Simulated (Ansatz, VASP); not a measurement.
# Cross-check of Ba4NaZn4P4F4 between VASP and Ansatz

One calculation is typed for both programs; each brings its own data sets and cutoff. How far apart do they land? The structure shown is the end of the VASP relaxation below.

Main program and level: Ansatz 0.2.0; plane waves, with VASP 6.6.1 beside it; single point at PBE.

### 1. Set-up

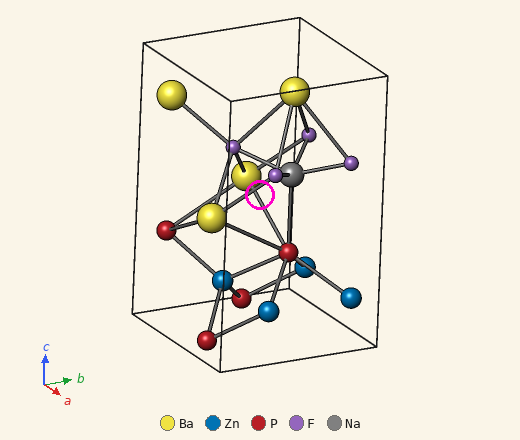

The cell as given, slightly off an axis (barium yellow, zinc blue, phosphorus red, fluorine purple, sodium grey). A ring marks the centre wherever it is empty.

The cell holds 17 atoms: 4 Ba, 4 Zn, 4 P, 4 F and 1 Na. Its edges and angles: a = 5.925 Å, b = 5.925 Å, c = 9.555 Å, α = 90.0°, β = 90.0°, γ = 90.0°. It derives from BaZnPF. Nearest the centre at fractional (0.125, 0.125, 0.333): Na17 at 1.36 Å, F13 at 1.83 Å, P11 at 2.15 Å, Ba3 at 2.35 Å, Ba4 at 2.35 Å, F15 at 2.75 Å, F16 at 2.75 Å, Zn5 at 3.39 Å.

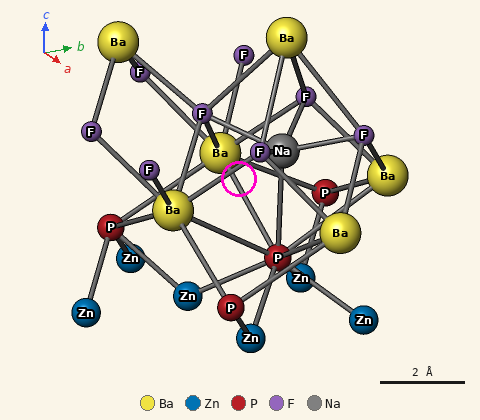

The atoms within 5 Å of the centre. A ring marks the centre wherever it is empty.

### 2. VASP: relaxation, PBE

This run makes the geometry at which the two programs are then compared.

Lines of VASP's logs that name or quote its potential files are left out, and so is its time.

INCAR

```
SYSTEM = Ba4NaZn4P4F4
PREC = Normal
ENCUT = 400
EDIFF = 1E-05
NELM = 120
ISMEAR = 0
SIGMA = 0.05
LREAL = Auto
ALGO = Fast
GGA = PE
NBANDS = 96
ISPIN = 2
MAGMOM = 0 0 0 0 0 0 0 0 0 0 0.6 0 0.6 0 0 0 0.6
LORBIT = 11
LWAVE = .FALSE.
LCHARG = .FALSE.
NCORE = 5
IBRION = 2
NSW = 60
ISIF = 2
EDIFFG = -0.05
POTIM = 0.4
MAXMIX = 40
ISYM = 0
```

POSCAR

```
Ba4NaZn4P4F4
1.0
    4.1896564488      4.1896564488      0.0000000000
   -4.1896564488      4.1896564488      0.0000000000
    0.0000000000      0.0000000000      9.5552735257
Ba Zn P F Na
4 4 4 4 1
Direct
    0.2527859142      0.2511362124      0.6707632257
    0.7490505155      0.7552713465      0.6710058927
    0.2501054141      0.7526686468      0.3306914882
    0.7507698835      0.2493657946      0.3310727240
   -0.0021466296      0.0013689527     -0.0010091167
    0.5015241544      0.4986654655     -0.0006121368
    0.4975198427      0.0012524087      0.0000170423
    0.0024308936      0.5037465285      0.0021071596
    0.2390201601      0.7519623309      0.8520406350
    0.7495022327      0.2515176266      0.8528613212
    0.2524007171      0.2422908726      0.1468031927
    0.7564193201      0.7466678208      0.1489814001
   -0.0051605223     -0.0027068301      0.5003505179
    0.4973307168      0.4968103205      0.4985699485
    0.4975730819     -0.0020830060      0.4997943126
    0.0003128401      0.4998570365      0.4989402885
    0.2535442405      0.2507098885      0.4173382295
```

KPOINTS

```
Automatic mesh
0
Gamma
2 2 1
0 0 0
```

PAW data sets: Ba_sv, Zn, P, F and Na (PBE family, release 64).

The run is started by

```console
> mpirun -np 5 vasp_std
```

Numbers of over 12 decimals in the logs are rounded to 6 here.

The log of the run:

```text
[banner, memory and clock lines left out]
running    5 mpi-ranks, on    1 nodes
 distrk:  each k-point on    5 cores,    1 groups
 distr:  one band on    5 cores,    1 groups

 POSCAR found type information on POSCAR BaZnP F Na
 POSCAR found :  5 types and      17 ions
|                                                                             |
|           W    W    AA    RRRRR   N    N  II  N    N   GGGG   !!!           |
|           W    W   A  A   R    R  NN   N  II  NN   N  G    G  !!!           |
|           W    W  A    A  R    R  N N  N  II  N N  N  G       !!!           |
|           W WW W  AAAAAA  RRRRR   N  N N  II  N  N N  G  GGG   !            |
|           WW  WW  A    A  R   R   N   NN  II  N   NN  G    G                |
|           W    W  A    A  R    R  N    N  II  N    N   GGGG   !!!           |
|                                                                             |
|     For optimal performance we recommend to set                             |
|       NCORE = 2 up to number-of-cores-per-socket                            |
|     NCORE specifies how many cores store one orbital (NPAR=cpu/NCORE).      |
|     This setting can greatly improve the performance of VASP for DFT.       |
|     The default, NCORE=1 might be grossly inefficient on modern             |
|     multi-core architectures or massively parallel machines. Do your        |
|     Unfortunately you need to use the default for GW and RPA                |
|     calculations (for HF NCORE is supported but not extensively tested      |
|     yet).                                                                   |
|                                                                             |

 LDA part: xc-table for (Slater+PW92), standard interpolation
 POSCAR, INCAR and KPOINTS ok, starting setup
 FFT: planning ... GRIDC
 FFT: planning ... GRID_SOFT
 FFT: planning ... GRID
 WAVECAR not read
 entering main loop
       N       E                     dE             d eps       ncg     rms          rms(c)
DAV:   1     0.126554835576E+04    0.12655E+04   -0.50182E+04  1536   0.124E+03
DAV:   2     0.114433876348E+03   -0.11511E+04   -0.10687E+04  1624   0.342E+02
DAV:   3    -0.636249053407E+02   -0.17806E+03   -0.17432E+03  1688   0.148E+02
DAV:   4    -0.748363426332E+02   -0.11211E+02   -0.11088E+02  2088   0.336E+01
DAV:   5    -0.752121203495E+02   -0.37578E+00   -0.37517E+00  2256   0.553E+00    0.169E+01
RMM:   6    -0.695358673933E+02    0.56763E+01   -0.20589E+01  1549   0.144E+01    0.113E+01
RMM:   7    -0.694894174020E+02    0.46450E-01   -0.32312E+00  1588   0.671E+00    0.573E+00
RMM:   8    -0.695155963819E+02   -0.26179E-01   -0.85320E-01  1733   0.245E+00    0.294E+00
RMM:   9    -0.695236219003E+02   -0.80255E-02   -0.22233E-01  1684   0.193E+00    0.557E-01
RMM:  10    -0.695296704147E+02   -0.60485E-02   -0.72347E-02  2172   0.642E-01    0.328E-01
RMM:  11    -0.695314044780E+02   -0.17341E-02   -0.15070E-02  2289   0.271E-01    0.199E-01
RMM:  12    -0.695325076186E+02   -0.11031E-02   -0.56818E-03  2210   0.172E-01    0.102E-01
RMM:  13    -0.695328227354E+02   -0.31512E-03   -0.23395E-03  2331   0.902E-02    0.439E-02
RMM:  14    -0.695329298497E+02   -0.10711E-03   -0.11910E-03  2226   0.558E-02    0.194E-02
RMM:  15    -0.695329858408E+02   -0.55991E-04   -0.49676E-04  1933   0.349E-02    0.767E-03
RMM:  16    -0.695330110997E+02   -0.25259E-04   -0.25438E-04  1650   0.230E-02    0.536E-03
RMM:  17    -0.695330228543E+02   -0.11755E-04   -0.11834E-04  1481   0.166E-02    0.360E-03
RMM:  18    -0.695330293417E+02   -0.64874E-05   -0.66125E-05  1279   0.126E-02
   1 F= -.69533029E+02 E0= -.69533021E+02  d E =-.695330E+02  mag=     0.0000
[... from here on, the cycles between the ionic steps are left out ...]
   4 F= -.70605055E+02 E0= -.70604272E+02  d E =-.107203E+01  mag=     0.0000
   5 F= -.70769635E+02 E0= -.70769291E+02  d E =-.164579E+00  mag=    -0.0000
   6 F= -.70825303E+02 E0= -.70825251E+02  d E =-.220248E+00  mag=     0.0001
   7 F= -.70855832E+02 E0= -.70855717E+02  d E =-.250777E+00  mag=     0.0000
   8 F= -.70894106E+02 E0= -.70894037E+02  d E =-.382738E-01  mag=    -0.0000
   9 F= -.70933667E+02 E0= -.70933662E+02  d E =-.778344E-01  mag=     0.0001
  10 F= -.70960885E+02 E0= -.70960878E+02  d E =-.272185E-01  mag=     0.0000
  11 F= -.70964389E+02 E0= -.70964379E+02  d E =-.307217E-01  mag=     0.0000
 curvature:  -2.68 expect dE=-0.607E-02 dE for cont linesearch -0.298E-05
 trial: gam= 0.15762 g(F)=  0.227E-02 g(S)=  0.000E+00 ort =-0.174E-03 (trialstep = 0.258E+01)
 search vector abs. value=  0.289E-02
 bond charge predicted
       N       E                     dE             d eps       ncg     rms          rms(c)
DAV:   1    -0.709654616181E+02   -0.10794E-02   -0.14350E+00  1680   0.384E+00    0.260E-01
RMM:   2    -0.709677371995E+02   -0.22756E-02   -0.29264E-02  1547   0.543E-01    0.802E-02
RMM:   3    -0.709680846065E+02   -0.34741E-03   -0.38569E-03  1674   0.204E-01    0.690E-02
RMM:   4    -0.709680859414E+02   -0.13349E-05   -0.61583E-04  1919   0.805E-02    0.458E-02
RMM:   5    -0.709680942354E+02   -0.82940E-05   -0.17792E-04  1793   0.383E-02    0.431E-02
RMM:   6    -0.709681055928E+02   -0.11357E-04   -0.62394E-05  1501   0.203E-02    0.458E-02
RMM:   7    -0.709680909734E+02    0.14619E-04   -0.29473E-05  1263   0.129E-02    0.232E-02
RMM:   8    -0.709680879965E+02    0.29770E-05   -0.18305E-05  1099   0.983E-03
  12 F= -.70968088E+02 E0= -.70968082E+02  d E =-.369938E-02  mag=     0.0000
 trial-energy change:   -0.003699  1 .order   -0.003860   -0.005775   -0.001944
 step:   5.2488(harm=  3.8829)  dis= 0.01358  next Energy=   -70.968918 (dE=-0.453E-02)
 reached required accuracy - stopping structural energy minimisation
```

From OUTCAR (step 2):

```text
ion  position               nearest neighbor table
   1  0.253  0.251  0.671-  17 2.42  14 2.63  15 2.65  16 2.67  13 2.69  10 3.42   9 3.43   9 3.44
                            10 3.45   6 3.77   7 3.77   5 3.78   8 3.80   2 4.16   2 4.19   2 4.19
   2  0.749  0.755  0.671-  13 2.61  15 2.64  16 2.69  14 2.70   9 3.38  10 3.42  10 3.45   9 3.48
                             5 3.76   7 3.77   6 3.78   8 3.81   1 4.16   1 4.19   1 4.19   1 4.22
   3  0.250  0.753  0.331-  15 2.62  13 2.65  14 2.65  16 2.65  17 3.06  17 3.09  11 3.39  12 3.40
                            12 3.47  11 3.50   8 3.77   7 3.78   5 3.80   6 3.81   4 4.17   4 4.18
   4  0.751  0.249  0.331-  13 2.63  16 2.64  14 2.64  15 2.66  17 3.06  17 3.09  12 3.42  11 3.44
                            12 3.45  11 3.45   5 3.79   8 3.79   6 3.80   7 3.80   3 4.17   3 4.18
   5  0.998  0.001  0.999-   9 2.49  11 2.51  10 2.51  12 2.53   8 2.95   7 2.96   7 2.96   8 2.98
                             2 3.76   1 3.78   4 3.79   3 3.80
   6  0.502  0.499  0.999-  10 2.50  11 2.54  12 2.55   9 2.58   7 2.95   8 2.96   8 2.97   7 2.98
                             1 3.77   2 3.78   4 3.80   3 3.81
   7  0.498  0.001  0.000-  11 2.47  10 2.53   9 2.55  12 2.58   6 2.95   5 2.96   5 2.96   6 2.98
                             1 3.77   2 3.77   3 3.78   4 3.80
   8  0.002  0.504  0.002-  12 2.48   9 2.49  11 2.55  10 2.55   5 2.95   6 2.96   6 2.97   5 2.98
                             3 3.77   4 3.79   1 3.80   2 3.81
   9  0.239  0.752  0.852-   8 2.49   5 2.49   7 2.55   6 2.58   2 3.38   1 3.43   1 3.44   2 3.48

 Found      4 irreducible k-points:

   k-points           NKPTS =      4   k-points in BZ     NKDIM =      4   number of bands    NBANDS=     96

   dimension x,y,z NGX =    30 NGY =   30 NGZ =   48
   dimension x,y,z NGXF=    60 NGYF=   60 NGZF=   96

   ENCUT  =  400.0 eV  29.40 Ry    5.42 a.u.   9.66  9.66 15.58*2*pi/ulx,y,z

   NELECT =     137.0000    total number of electrons

 k-points in reciprocal lattice and weights: Automatic mesh
   0.00000000  0.00000000  0.00000000       0.250
   0.50000000  0.00000000  0.00000000       0.250
   0.00000000  0.50000000  0.00000000       0.250
   0.50000000  0.50000000  0.00000000       0.250

 average (electrostatic) potential at core
       1 -36.2565       2 -36.0592       3 -36.1707       4 -36.1701       5 -35.6949
       6 -35.6946       7 -35.6946       8 -35.6949       9 -84.1989      10 -84.1985
      11 -84.1421      12 -84.3137      13 -76.5608      14 -76.5585      15 -76.5561
      16 -76.5624      17 -40.1185

 E-fermi :   5.0624

 spin component 1
 k-point     1 :       0.0000    0.0000    0.0000
  band No.  band energies     occupation
    ...
     66       2.7408      1.00000
     67       3.3922      1.00000
     68       3.3936      1.00000
     69       3.5421      1.00000
     70       4.9287      0.99992
     71       5.1960      0.00008
     72       5.6776      0.00000
     73       6.0891      0.00000
     74       6.2050      0.00000
     75       6.8421      0.00000
    ...

 k-point     2 :       0.5000    0.0000    0.0000
  band No.  band energies     occupation
    ...
     64       2.0424      1.00000
     65       2.0862      1.00000
     66       2.1278      1.00000
     67       2.4761      1.00000
     68       2.5466      1.00000
     69       5.8247      0.00000
     70       6.0161      0.00000
     71       6.0626      0.00000
     72       6.3268      0.00000
     73       6.4304      0.00000
    ...

 k-point     3 :       0.0000    0.5000    0.0000
  band No.  band energies     occupation
    ...
     64       2.0422      1.00000
     65       2.0866      1.00000
     66       2.1281      1.00000
     67       2.4763      1.00000
     68       2.5462      1.00000
     69       5.8244      0.00000
     70       6.0151      0.00000
     71       6.0625      0.00000
     72       6.3269      0.00000
     73       6.4306      0.00000
    ...

 k-point     4 :       0.5000    0.5000    0.0000
  band No.  band energies     occupation
    ...
     65       2.3353      1.00000
     66       2.4263      1.00000
     67       2.4807      1.00000
     68       2.4825      1.00000
     69       5.2906      0.00000
     70       5.2972      0.00000
     71       5.2984      0.00000
     72       5.3152      0.00000
     73       5.9693      0.00000
     74       5.9715      0.00000
    ...

 spin component 2
 k-point     1 :       0.0000    0.0000    0.0000
  band No.  band energies     occupation
    ...
     66       2.7408      1.00000
     67       3.3922      1.00000
     68       3.3936      1.00000
     69       3.5420      1.00000
     70       4.9287      0.99992
     71       5.1960      0.00008
     72       5.6776      0.00000
     73       6.0891      0.00000
     74       6.2050      0.00000
     75       6.8421      0.00000
    ...

 k-point     2 :       0.5000    0.0000    0.0000
  band No.  band energies     occupation
    ...
     64       2.0424      1.00000
     65       2.0862      1.00000
     66       2.1277      1.00000
     67       2.4761      1.00000
     68       2.5466      1.00000
     69       5.8247      0.00000
     70       6.0161      0.00000
     71       6.0625      0.00000
     72       6.3268      0.00000
     73       6.4304      0.00000
    ...

  Total        2.0830291      2.0891866     -3.0351165     -0.0033882     -0.0093765     -0.0287056
  in kB        9.9489207      9.9783304    -14.4962611     -0.0161826     -0.0447836     -0.1371031
  external PRESSURE =       1.8103300 kB  Pullay stress =       0.0000000 kB

  energy-cutoff  :      400.00
  volume of cell :      335.45
      direct lattice vectors                 reciprocal lattice vectors
     4.189656449  4.189656449  0.000000000     0.119341527  0.119341527  0.000000000
    -4.189656449  4.189656449  0.000000000    -0.119341527  0.119341527  0.000000000
     0.000000000  0.000000000  9.555273526     0.000000000  0.000000000  0.104654252

 POSITION                                       TOTAL-FORCE (eV/Angst)
 -----------------------------------------------------------------------------------
     -0.00410      2.09080      6.96360         0.009595      0.011960     -0.004878
      0.00011      6.28220      6.26846        -0.006985     -0.001836      0.018984
     -2.09581      4.18672      2.96608        -0.000673      0.005573     -0.026448
      2.09380      4.18640      2.96522         0.000658      0.005337     -0.024391
     -0.00384      8.26948      0.00200         0.005077     -0.019942      0.021364
      0.00011      4.29520      0.00266        -0.006784      0.021928      0.018287
     -1.98745      6.28087      9.55366         0.019007      0.004742      0.028154
      1.98510      6.28514      0.00320        -0.025143     -0.003997      0.019312
     -2.09775      4.18787      8.20250         0.003326     -0.000813      0.040220
      2.09157      4.18954      8.20269        -0.002345     -0.008800      0.037503
     -0.00255      2.09339      1.30318         0.009363     -0.001292     -0.019761
     -0.00240      6.28320      1.49462         0.003010     -0.001057     -0.002299
     -0.00168      0.06880      4.72978        -0.000001      0.029417     -0.019964
      0.00166      4.11608      4.73009        -0.003804     -0.027865     -0.020117
      2.02389      2.09130      4.73139        -0.034779     -0.001193     -0.024457
     -2.02322      2.09387      4.73093         0.026187     -0.002755     -0.019094
     -0.00057      2.09279      4.04734         0.004290     -0.009408     -0.022416
 -----------------------------------------------------------------------------------
    total drift:                                0.002192     -0.005309     -0.057719

  FREE ENERGIE OF THE ION-ELECTRON SYSTEM (eV)
  ---------------------------------------------------
  free  energy   TOTEN  =       -70.9680879965 eV

  energy  without entropy=      -70.9680769004  energy(sigma->0) =      -70.96808245

 reached required accuracy - stopping structural energy minimisation

 total charge
# of ion       s       p       d       tot
------------------------------------------
    1        2.007   5.604   0.339   7.950
    2        2.001   5.623   0.251   7.875
    3        2.005   5.617   0.306   7.928
    4        2.005   5.617   0.306   7.928
    5        0.559   0.460   9.761  10.780
    6        0.559   0.460   9.761  10.780
    7        0.559   0.460   9.761  10.780
    8        0.559   0.460   9.761  10.781
    9        1.031   1.472   0.000   2.503
   10        1.031   1.472   0.000   2.503
   11        1.018   1.486   0.000   2.505
   12        1.026   1.483   0.000   2.509
   13        1.769   4.385   0.000   6.154
   14        1.769   4.385   0.000   6.154
   15        1.769   4.385   0.000   6.154
   16        1.769   4.385   0.000   6.154
   17        0.088   0.083   0.000   0.172
--------------------------------------------------
tot         21.527  47.836  40.246 109.609

 magnetization (x)
# of ion       s       p       d       tot
------------------------------------------
    1        0.000  -0.000  -0.000   0.000
    2        0.000   0.000   0.000   0.000
    3        0.000   0.000   0.000   0.000
    4       -0.000   0.000  -0.000   0.000
    5       -0.000  -0.000  -0.000  -0.000
    6       -0.000  -0.000   0.000  -0.000
    7        0.000  -0.000  -0.000  -0.000
    8       -0.000   0.000  -0.000  -0.000
    9        0.000  -0.000   0.000  -0.000
   10       -0.000  -0.000   0.000  -0.000
   11       -0.000   0.000   0.000   0.000
   12        0.000   0.000   0.000   0.000
   13       -0.000   0.000   0.000   0.000
   14       -0.000   0.000   0.000   0.000
   15       -0.000   0.000   0.000   0.000
   16       -0.000   0.000   0.000   0.000
   17       -0.000  -0.000   0.000  -0.000
--------------------------------------------------
tot          0.000   0.000  -0.000   0.000

[... 2 further parts left out ...]
```

(Part 1 of 2 ends here.)

[Lines on the potential files, build, host, timing and source positions are cut from VASP's logs without a mark.]

[Logs are printed without paths, hosts, clocks, repeated set-up lines and the standing remarks that a program may print on its own settings, such as how far it seeks lower states.]

[Hosts, paths, dates, database ids (printed as entryN), source tags and the programs' standing remarks are cut or masked in the printed files.]
